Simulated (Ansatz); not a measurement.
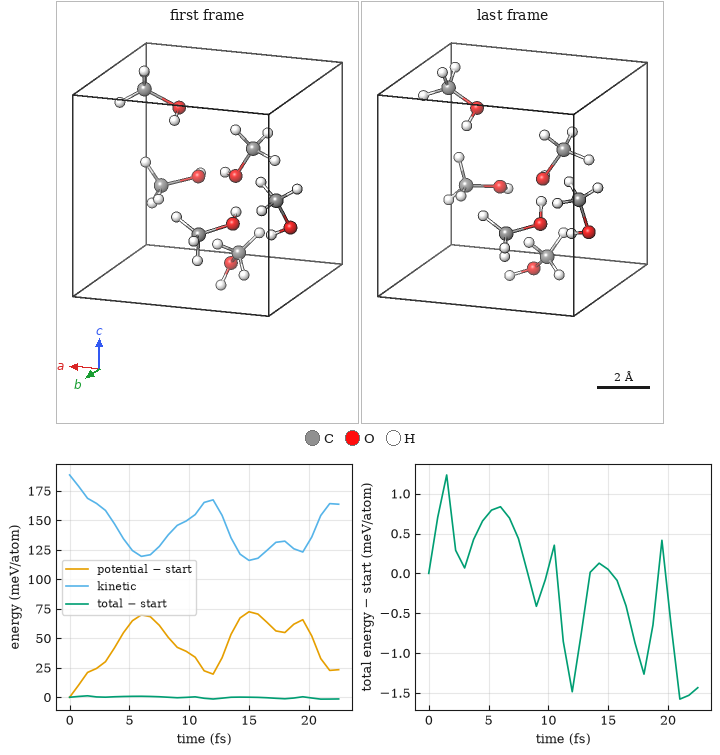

First-principles dynamics of a periodic cell with 6 CH3OH at 0.611 g/cm³, 22 fs long. It starts from the last geometry of an earlier run, with fresh velocities. A ball-and-stick model of the simulation cell, seen from a free direction.

Theory: DFT r2SCAN-D3(BJ), scalar-relativistic, plane waves, PAW in Ansatz 0.2.0. Run with plane-wave cutoff 500 eV; k-point mesh 1 × 1 × 1; Fermi-Dirac smearing 0.05 eV; constant energy (NVE); velocities drawn for 1500 K; time step 0.75 fs.

The input:
```yaml
crystal:
  lattice:
    - [8.054832, 0.0, 0.0]
    - [0.0, 8.054832, 0.0]
    - [0.0, 0.0, 8.054832]
  atoms:
    - { symbol: C, position: [0.36753662, 0.23156066, 0.5973902] }
    - { symbol: O, position: [0.45233532, 0.24374561, 0.45659572] }
    - { symbol: H, position: [0.2403376, 0.27446726, 0.56168739] }
    - { symbol: H, position: [0.53904743, 0.15508535, 0.44408416] }
    - { symbol: H, position: [0.34340804, 0.09838317, 0.64288698] }
    - { symbol: H, position: [0.42959582, 0.30484601, 0.70322733] }
    - { symbol: C, position: [0.50019927, 0.61905975, 0.25759328] }
    - { symbol: O, position: [0.35074313, 0.55205859, 0.30898289] }
    - { symbol: H, position: [0.47445053, 0.75487013, 0.26277885] }
    - { symbol: H, position: [0.37924788, 0.4341199, 0.33449825] }
    - { symbol: H, position: [0.62131699, 0.59844924, 0.32836929] }
    - { symbol: H, position: [0.51498644, 0.59679336, 0.12138667] }
    - { symbol: C, position: [0.91737944, 0.24591441, 0.84296795] }
    - { symbol: O, position: [0.75366773, 0.20980123, 0.75781978] }
    - { symbol: H, position: [0.96195879, 0.12882984, 0.89201121] }
    - { symbol: H, position: [0.73294975, 0.32876821, 0.72672768] }
    - { symbol: H, position: [1.02251515, 0.30019825, 0.78094023] }
    - { symbol: H, position: [0.89091575, 0.32034036, 0.95403476] }
    - { symbol: C, position: [0.47525876, 0.14069251, 0.04762679] }
    - { symbol: O, position: [0.56180584, 0.01681186, -0.04401466] }
    - { symbol: H, position: [0.3812436, 0.1096166, 0.14706621] }
    - { symbol: H, position: [0.58834229, 0.08201291, -0.13918549] }
    - { symbol: H, position: [0.54976803, 0.23065987, 0.10600614] }
    - { symbol: H, position: [0.42180745, 0.21167055, -0.04030862] }
    - { symbol: C, position: [0.87916682, 0.11996871, 0.33588703] }
    - { symbol: O, position: [0.7253802, 0.023661, 0.37096322] }
    - { symbol: H, position: [0.84649767, 0.24285093, 0.30306061] }
    - { symbol: H, position: [0.75641533, -0.08725774, 0.35682866] }
    - { symbol: H, position: [0.95163415, 0.139226, 0.4501746] }
    - { symbol: H, position: [0.93984233, 0.08185271, 0.23410944] }
    - { symbol: C, position: [0.0686487, 0.71361727, 0.4924349] }
    - { symbol: O, position: [0.02769807, 0.6293146, 0.3412177] }
    - { symbol: H, position: [-0.03663594, 0.7093791, 0.55891136] }
    - { symbol: H, position: [0.13354956, 0.60777212, 0.28918737] }
    - { symbol: H, position: [0.16428857, 0.66752314, 0.56308215] }
    - { symbol: H, position: [0.09588711, 0.83887589, 0.47192178] }
basis:
  ecutwfc: 500.0
kpoints:
  mp_grid: { grid: [1, 1, 1] }
hamiltonian:
  xc: r2scan
  dispersion: d3bj
scf:
  occupations: { method: fermi_dirac, width: 0.05 }
  lower_state_search: "off"
  convergence: { dr2_threshold: 0.01 }
  max_iter: 83
md:
  timestep: 0.75
  n_steps: 30
  ensemble: nve
  temperature: 1500.0
  initial_velocities: maxwell_boltzmann
  seed: 953319
```

Run as
```bash
ansatz run input.yaml --threads 1 --pin off --max-ram 3072MiB --backend cpu --events-out ev --progress --plain --runs-dir out
```

Question: How well is the energy conserved, and can the run be trusted?

Answer: The total energy stays between −1.6 and 1.2 meV per atom of its start. A straight-line fit has a slope that amounts to −1.9 meV per atom over 22 fs (1.3 % of the mean kinetic energy), and the ripple about it is 2.7 % of the kinetic energy's fluctuation. With a drift under 2 % and a ripple under 7 %, the integration is accurate. The self-consistency threshold is loose, so the forces are noisy. The mean temperature in the second half is 1110 K (standard deviation 144 K). The potential energy in the second half lies on average 48.3 meV per atom above the first frame.

Limits of the set-up: the periodic images lie only 8.1 Å apart, so the values are limited by the cell's size.
